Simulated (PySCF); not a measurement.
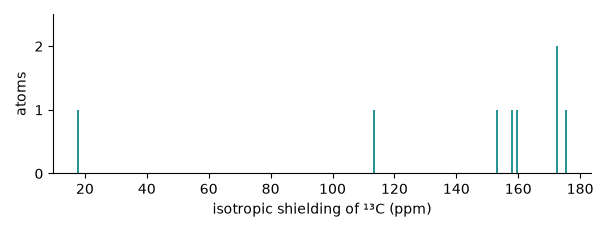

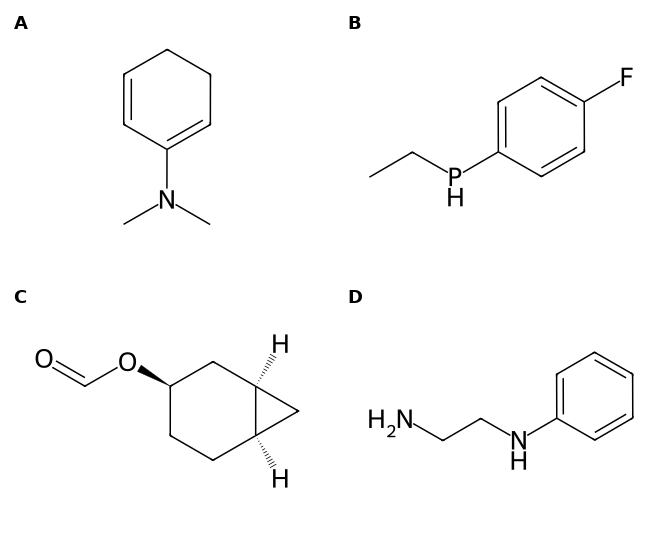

The sticks are computed shieldings of one of the molecules, for one fixed geometry (PBE0-D3(BJ)/def2-SVP) without averaging over rotations. Low shielding means a high chemical shift. Method: GIAO PBE0/pcSseg-1 NMR shielding, non-relativistic, IEF-PCM chloroform (PySCF 2.14.0).

Match the spectrum to a structure.

Answer. C, `O=CO[C@@H]1CC[C@@H]2C[C@@H]2C1`. Its 8 C atoms give lines at 17.6, 113.3, 153.2, 158.1, 159.6, 172.4 (2 atoms), 175.5 ppm.
